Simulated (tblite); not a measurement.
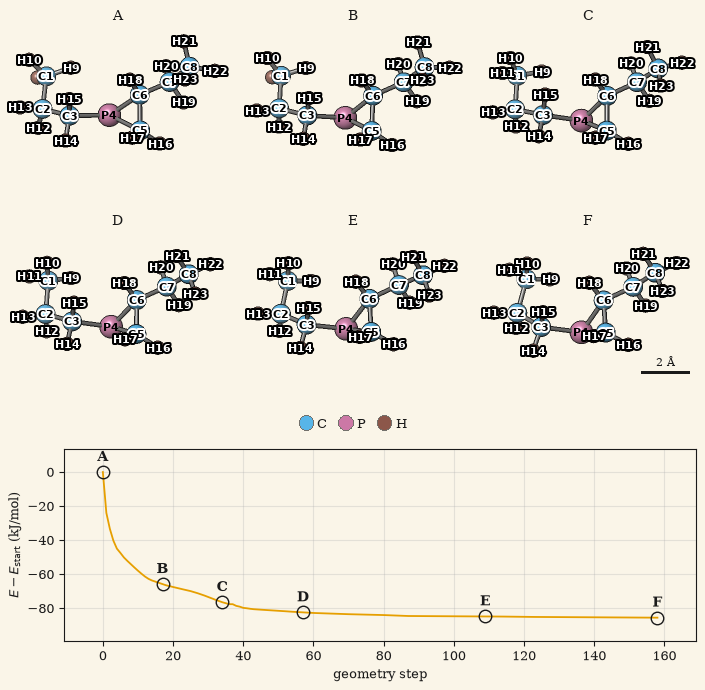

Frames of a relaxation of C₇H₁₅P, marked on the history of the run. A ball-and-stick model, seen at a tilt.

Method: GFN2-xTB geometry optimisation, gas phase (tblite). 

> Describe the path.

H10 moves most after the best rigid fit: 1.27 Å. Largest moves by element: H 1.27 Å, P 0.52 Å, C 0.46 Å. Some distances before and after: C1–H10 1.138 → 1.088 Å, C1–H11 1.129 → 1.087 Å, P4–C5 1.885 → 1.844 Å, C3–H14 1.124 → 1.095 Å. Among the angles between lasting bonds that change: C3–P4–C6 113.1° → 100.0°, C3–P4–C5 109.7° → 98.9°, C6–C5–H17 113.0° → 118.7°. Groups turn about C1–C2 by about 45°, C3–P4 by about 30°, C6–C7 by about 30°. After 158 geometry steps the energy has fallen by 85.5 kJ/mol. From step 0 to 17: H17 moves most (0.32 Å), energy −65.8 kJ/mol. From step 17 to 34: H10 moves most (0.41 Å), energy −10.6 kJ/mol. From step 34 to 57: H10 moves most (0.28 Å), energy −6.00 kJ/mol. From step 57 to 109: H10 moves most (0.27 Å), energy −2.35 kJ/mol. From step 109 to 158: H11 moves most (0.30 Å), energy −0.74 kJ/mol.

```
step  E − E(0), kJ/mol
   0              0.00
   1            -24.00
   2            -33.34
   3            -40.26
   4            -44.96
   5            -47.47
   6            -50.13
   7            -52.19
   8            -54.15
   9            -56.04
  10            -57.91
  18            -66.47
  26            -70.48
  33            -75.68
  41            -79.96
  49            -81.31
  57            -82.39
  65            -83.10
  72            -83.53
  80            -83.95
  88            -84.53
  96            -84.61
 103            -84.66
 111            -84.78
 119            -84.99
 127            -85.11
 135            -85.18
 142            -85.25
 150            -85.42
 158            -85.48
```
